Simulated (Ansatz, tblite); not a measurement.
Dissociation curve of C4H12O3Si, SMILES CO[Si](C)(OC)OC, singlet. The Si1–O17 bond (Si1 also carries C, O, O; O17 carries C) is pulled apart rigidly from the PBE0/def2-SVP optimised geometry.

```
20

Si     0.0000     0.0000     0.0000
C     -1.4650    -0.9246    -0.6764
O      1.4221    -0.6772    -0.4962
C      2.0460    -1.8139     0.0287
O      0.0000     1.5741    -0.4988
C      0.4415     2.0738    -1.7286
H     -1.4685    -1.9692    -0.3282
H     -1.4510    -0.9350    -1.7775
H     -2.4092    -0.4579    -0.3550
H      2.1059    -1.7759     1.1301
H      3.0702    -1.8759    -0.3709
H      1.5179    -2.7433    -0.2551
H      1.4279     1.6643    -2.0063
H      0.5294     3.1692    -1.6584
H     -0.2682     1.8454    -2.5455
C     -0.7600     0.8153     2.4968
O      0.0000     0.0000     1.6516
H     -0.6999     1.8775     2.2033
H     -1.8261     0.5209     2.5063
H     -0.3775     0.7190     3.5249
```

Levels of theory: RKS-PBE = restricted PBE/def2-SVP (Ansatz, an electronic-structure program); UKS-PBE0 = unrestricted PBE0/def2-SVP (Ansatz); UKS-PBE = unrestricted PBE/def2-SVP (Ansatz); GFN2-xTB, 300 K electronic temperature (tblite); RKS-PBE0 = restricted PBE0/def2-SVP (Ansatz).

Energies are in kJ/mol, each relative to the lowest point of its own curve near equilibrium.

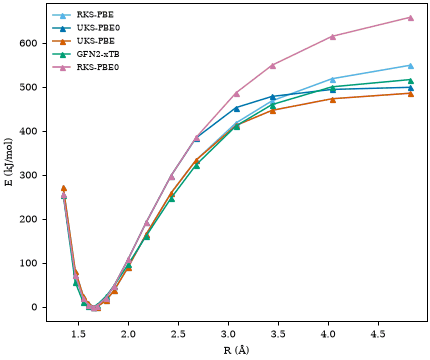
Fig. 1. Energy against bond length for each method.

| R / Å | RKS-PBE | UKS-PBE0 | UKS-PBE | GFN2-xTB | RKS-PBE0 |
|---|---|---|---|---|---|
| 1.35 | 271.3 | 256.0 | 271.3 | 254.9 | 256.0 |
| 1.47 | 81.9 | 72.6 | 81.9 | 55.7 | 72.6 |
| 1.55 | 24.6 | 19.5 | 24.6 | 10.2 | 19.5 |
| 1.60 | 7.2 | 4.6 | 7.2 | 0.5 | 4.6 |
| 1.65 | 0.0 | 0.0 | 0.0 | 0.0 | 0.0 |
| 1.69 | 0.1 | 2.2 | 0.1 | 4.3 | 2.2 |
| 1.78 | 14.1 | 20.7 | 14.1 | 23.9 | 20.7 |
| 1.86 | 37.2 | 47.9 | 37.2 | 48.0 | 47.9 |
| 2.00 | 90.1 | 107.9 | 90.1 | 96.2 | 107.9 |
| 2.18 | 164.4 | 191.4 | 164.4 | 160.6 | 191.4 |
| 2.43 | 258.5 | 298.0 | 258.5 | 247.0 | 298.0 |
| 2.68 | 333.3 | 383.8 | 333.3 | 322.5 | 384.8 |
| 3.08 | 417.7 | 452.6 | 412.2 | 410.9 | 486.2 |
| 3.44 | 468.0 | 478.0 | 446.3 | 459.4 | 548.9 |
| 4.04 | 518.2 | 493.9 | 472.7 | 499.8 | 614.6 |
| 4.82 | 548.7 | 498.7 | 485.2 | 516.2 | 657.7 |

At the longest distance, 4.82 Å, RKS-PBE0 lies highest above its minimum (657.7 kJ/mol) and UKS-PBE lowest (485.2 kJ/mol).

The restricted form behind RKS-PBE, RKS-PBE0 keeps the bonding electrons paired and can't separate into open-shell fragments. The unrestricted determinant behind UKS-PBE0 is spin-contaminated at 2.68 to 4.82 Å (<S²> up to 1.0, against 0.00 for a pure singlet). The unrestricted determinant behind UKS-PBE is spin-contaminated at 3.08 to 4.82 Å (<S²> up to 0.9, against 0.00 for a pure singlet).
